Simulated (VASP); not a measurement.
Band structure of MgS (rock salt). All values below come from PBE GGA with D4 dispersion, VASP's PBE PAW potentials (set 64) (plane waves; VASP 6.6.1).

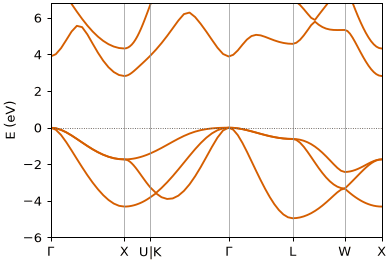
Figure: Bands along high-symmetry lines, zero at the valence-band maximum or, without a gap, the Fermi level

Problem. Read the plot: is there a gap, and where are the band edges?

Solution. The gap is indirect, 2.82 eV, from the valence maximum at Γ to the conduction minimum at X. (Edges off the drawn lines would not show.)

The compound is MgS in the rock salt structure. It was relaxed first.
